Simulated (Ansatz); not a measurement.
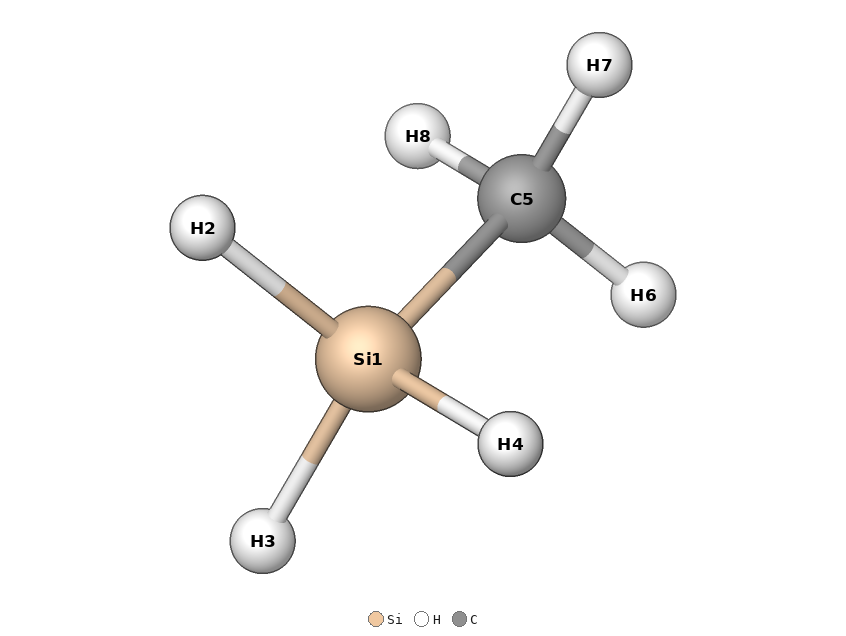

Computed geometry: PBE0-D4/def2-TZVP optimisation.

> Describe the coordination of atom 5.

C5 has 4 neighbours (Si1 at 1.87, H6 at 1.09, H7 at 1.09, H8 at 1.09 Å); the arrangement is tetrahedral.

> What is the geometry at Si1?

Si1 has 4 neighbours (H2 at 1.49, H3 at 1.49, H4 at 1.49, C5 at 1.87 Å); the arrangement is tetrahedral.
